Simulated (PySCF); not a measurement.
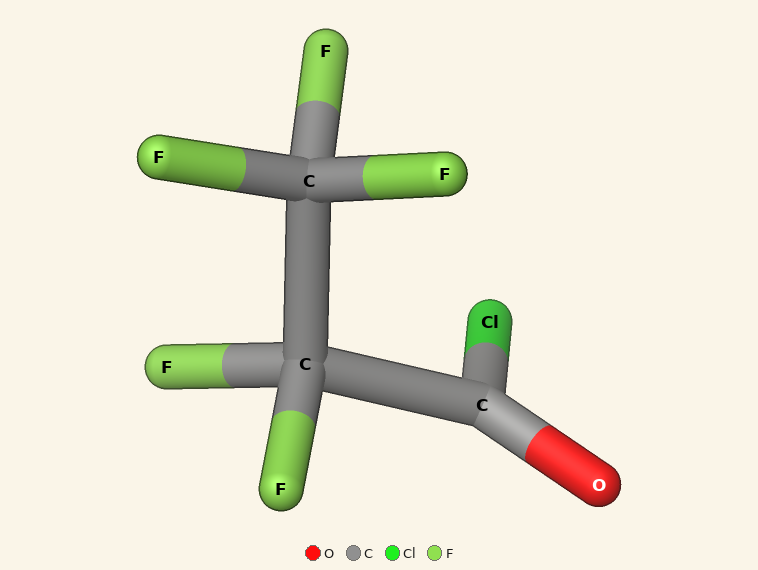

Computed geometry: PBE0-D3(BJ)/def2-TZVP optimisation. No frequency run is at hand to confirm it as a minimum. Program: PySCF 2.14.0.

Compare HOMO–LUMO gap (eV), dipole (D), HOMO energy (eV) at these levels: B97-2/pcSseg-2; KT3/pcSseg-2; PBE0/pcSseg-2; WP04/pcSseg-2 in chloroform (IEF-PCM); ωB97X-D/pcSseg-2; ωB97X-D/pcSseg-2 in chloroform (IEF-PCM).

| level | HOMO–LUMO gap (eV) | dipole (D) | HOMO energy (eV) |
| --- | --- | --- | --- |
| B97-2/pcSseg-2 | 6.71 | 0.99 | −9.24 |
| KT3/pcSseg-2 | 4.62 | 0.92 | −8.07 |
| PBE0/pcSseg-2 | 7.06 | 1.00 | −9.53 |
| WP04/pcSseg-2 in chloroform (IEF-PCM) | 5.94 | 1.34 | −10.69 |
| ωB97X-D/pcSseg-2 | 10.81 | 1.00 | −11.40 |
| ωB97X-D/pcSseg-2 in chloroform (IEF-PCM) | 10.85 | 1.20 | −11.31 |
